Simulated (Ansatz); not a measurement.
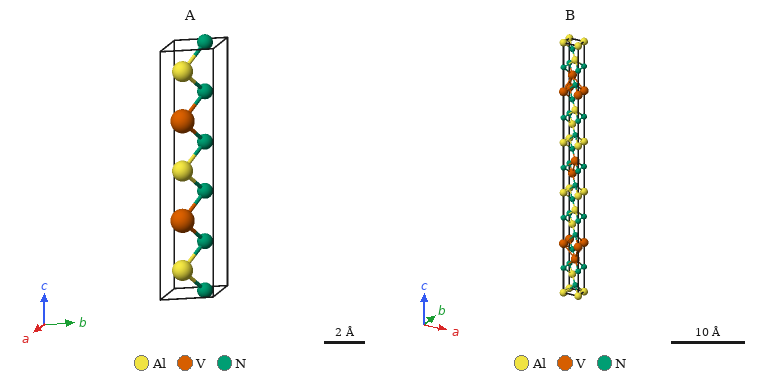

Two structures of Al$_{3}$V$_{2}$N$_{5}$, each relaxed to rest (conventional cells in solid outline, small ones repeated, not to one scale). Method: DFT PBE, scalar-relativistic, plane waves, PAW (Ansatz), without spin polarisation.

### What structure does each panel show?

A: 10 atoms a cell on a primitive hexagonal lattice, P-6m2. B: 30 atoms a cell on a rhombohedral (trigonal R) lattice, R-3m.

### Which of the two does the method prefer?

B is lower, by 305 meV/atom at this level of theory (energies at zero smearing). Volumes: A 8.8, B 8.6 Å³/atom.

One or both may be structure types tried for this composition rather than known phases.
